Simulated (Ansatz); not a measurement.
A series of calculations on CH₇BFN

Part 1: Relaxation

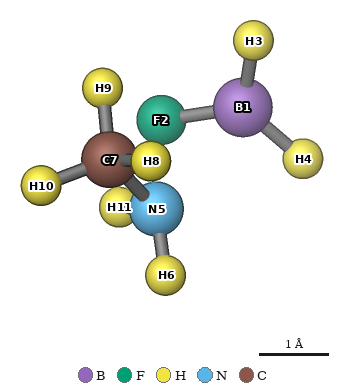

This is the input geometry for a relaxation of CH7BFN. Style: ball-and-stick. Shown from a free direction.

The run prepares an end point of a later path (reaction) calculation, from a guessed geometry.

All numbers below come from Ansatz, RKS PBE0/6-31G*.

Input file:
```yaml
crystal:
  periodic: [false, false, false]
  atoms:
    - { symbol: B, position_ang: [0.074766, 0.424436, -0.23813] }
    - { symbol: F, position_ang: [-0.485458, 0.794244, 0.912095] }
    - { symbol: H, position_ang: [1.274693, 0.440463, -0.303383] }
    - { symbol: H, position_ang: [-0.649538, 0.223316, -1.171873] }
    - { symbol: "N", position_ang: [-0.131518, -1.971413, 1.063608] }
    - { symbol: H, position_ang: [-0.772254, -2.740005, 0.894191] }
    - { symbol: C, position_ang: [1.016556, -2.400813, 1.846215] }
    - { symbol: H, position_ang: [1.569528, -3.168115, 1.29512] }
    - { symbol: H, position_ang: [1.692011, -1.550757, 1.985408] }
    - { symbol: H, position_ang: [0.774364, -2.806121, 2.843057] }
    - { symbol: H, position_ang: [-0.65905, -1.228333, 1.554992] }
basis:
  gaussian: { orbitals: "6-31G*" }
hamiltonian:
  xc: pbe0
relax:
  f_tol: 0.03
  max_steps: 50
output:
  orbitals: {}
```

Command:
```bash
ansatz run input.yaml --threads 1 --pin off --max-ram 2048MiB --backend cpu --events-out ev --progress --plain --runs-dir out
```

What does the optimiser find from here?

Over 14 accepted moves (15 points after the start) the energy falls by 23.6 kcal/mol. The largest force component goes from 0.96 to 0.021 eV/Å. The line search rejected the trial step at point 6 of the run. H3 moves most after the best rigid fit: 1.06 Å. By element the largest moves are H 1.06 Å, F 0.94 Å, B 0.74 Å, N 0.38 Å, C 0.36 Å. Some distances before and after: B1–N5 2.734 → 1.660 Å, B1–F2 1.332 → 1.395 Å, N5–C7 1.454 → 1.473 Å, B1–H3 1.202 → 1.220 Å. New bonds form, among them: B1–N5 (2.73 → 1.66 Å). Bond angles that change, for instance: H3–B1–H4 124.3° → 115.0°, N5–C7–H10 114.9° → 112.0°, F2–B1–H3 117.6° → 114.7°.

Final geometry:

```xyz
11

B     0.1394   -0.2363    0.0974
F     0.4336    0.7014    1.0878
H     1.0878   -0.5566   -0.6007
H    -0.8998   -0.0302   -0.5075
N    -0.1915   -1.6146    0.9604
H    -0.4662   -2.3473    0.3079
C     0.9360   -2.0539    1.8010
H     1.7740   -2.2912    1.1430
H     1.2184   -1.2120    2.4339
H     0.6764   -2.9225    2.4133
H    -1.0038   -1.4199    1.5448
```

The end point in the same view:

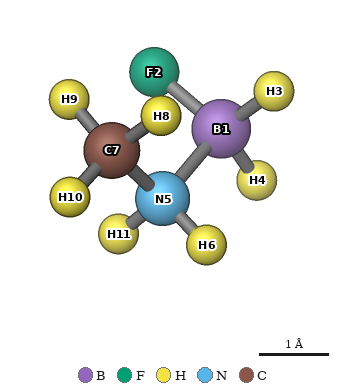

Part 2: Relaxation

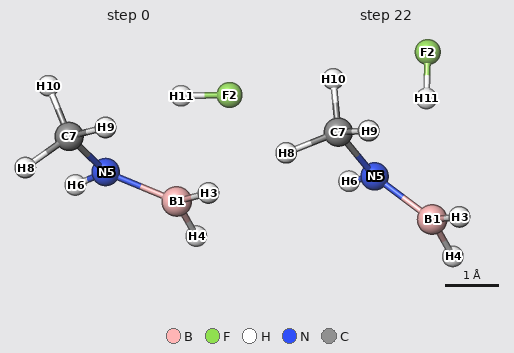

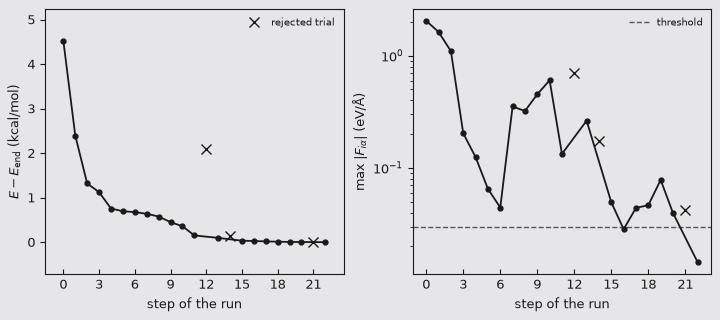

First and last geometry of a relaxation of CH7BFN, with the history of the run. A ball-and-stick model, seen at a tilt.

The run prepares an end point of a later path (reaction) calculation, from a guessed geometry.

Theory: RKS PBE0/6-31G* in Ansatz 0.2.0. Set-up: no spin polarisation; force threshold 0.03 eV/Å; at most 50 steps.

Question: What do the curves and the structures tell?

Answer: It converged. The energy falls by 4.52 kcal/mol in 19 accepted moves (22 points after the start). Largest force component: 2 eV/Å at the start, 0.014 eV/Å at the end. The line search rejected the trial steps at points 12, 14, 21 of the run. The forces were under the threshold at step 16, but the run went on from there. The largest move after the best rigid fit is that of F2, 1.39 Å. By element the largest moves are F 1.39 Å, H 0.58 Å, B 0.38 Å, C 0.28 Å, N 0.24 Å. Some distances before and after: B1–N5 1.473 → 1.398 Å, F2–H11 0.931 → 0.942 Å, N5–C7 1.447 → 1.456 Å.

```tsv
step	E − E(0), kcal/mol	largest force component, eV/Å	note
0	0.00	2.0458	
1	-2.13	1.6277	
2	-3.20	1.0977	
3	-3.40	0.2035	
4	-3.76	0.1247	
5	-3.83	0.0651	
6	-3.84	0.0443	
7	-3.88	0.3525	
8	-3.94	0.3211	
9	-4.07	0.4527	
10	-4.16	0.6032	
11	-4.37	0.1333	
12	-2.44	0.7033	rejected
13	-4.42	0.2635	
14	-4.38	0.1736	rejected
15	-4.49	0.0493	
16	-4.49	0.0283	
17	-4.50	0.0440	
18	-4.51	0.0464	
19	-4.51	0.0781	
20	-4.52	0.0395	
21	-4.52	0.0421	rejected
22	-4.52	0.0144
```

Limits of the set-up: the start holds two separate molecules, 2.3 Å apart at their closest, whose relative position is a soft coordinate and is computed without a dispersion correction.

Part 3: Path

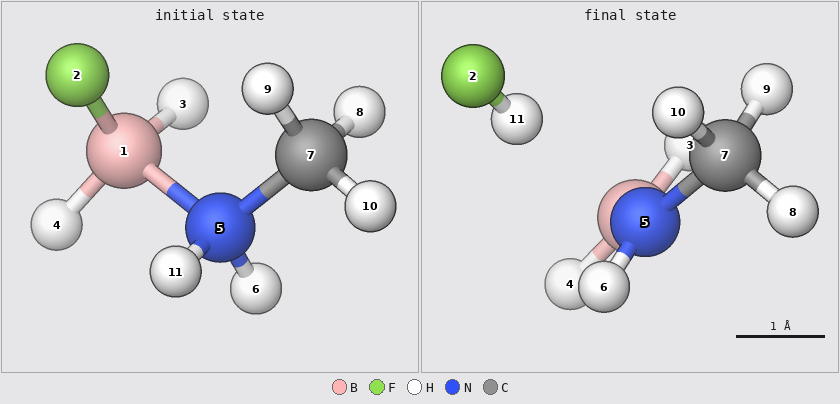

The two relaxed end points of a path for CH7BFN. Style: ball-and-stick. Shown at a tilt.

These are results of Ansatz, RKS PBE0/6-31G*, not measurements.

Set-up: 5 movable images; climbing image; force threshold 0.05 eV/Å; iteration limit 60.

Start:
```xyz
11

B     0.1103   -0.2554    0.0822
F     0.4044    0.7045    1.0512
H     1.0532   -0.5736   -0.6243
H    -0.9407   -0.0762   -0.5106
N    -0.1862   -1.6228    0.9745
H    -0.4590   -2.3713    0.3393
C     0.9603   -2.0295    1.8057
H     1.7921   -2.2657    1.1395
H     1.2388   -1.1721    2.4192
H     0.7235   -2.8909    2.4372
H    -0.9927   -1.4301    1.5675
```

End:
```xyz
11

B     0.2791   -0.6584   -0.4282
F    -1.0655   -0.2227    2.7221
H     1.3087   -0.0474   -0.4749
H    -0.6175   -0.4845   -1.2030
N     0.1011   -1.5939    0.5958
H    -0.7376   -2.1636    0.5959
C     1.0953   -2.0270    1.5677
H     1.4095   -3.0591    1.3771
H     1.9688   -1.3768    1.4873
H     0.6947   -1.9556    2.5833
H    -0.7325   -0.3942    1.8581
```

Predict the minimum-energy path and its barrier.

Answer. The energy climbs by 1.55 eV to image 4 and then falls by 0.35 eV, so the end point sits at +1.20 eV. Breaking: B1–F2 (1.40 → 1.84 at the top → 3.45 Å), N5–H11 (1.02 → 1.48 at the top → 1.93 Å). Forming: F2–H11 (2.60 → 1.04 at the top → 0.94 Å). The band is converged. At the top, the vibrational analysis gives one imaginary mode (487i cm⁻¹), as a transition state must have.

Energies of the converged images:

| image | path (Å) | E (eV) |
| --- | --- | --- |
| 0 | 0.00 | 0.000 |
| 1 | 0.69 | 0.033 |
| 2 | 1.39 | 0.085 |
| 3 | 2.08 | 0.294 |
| 4 | 2.78 | 1.550 |
| 5 | 3.96 | 1.230 |
| 6 | 5.15 | 1.200 |

The geometry at the top of the path:

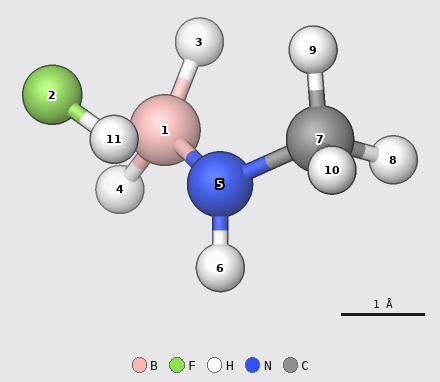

Cost: 3.6 min on 1 thread of Arm Neoverse V2 (shared host), peak memory 0.17 GiB.
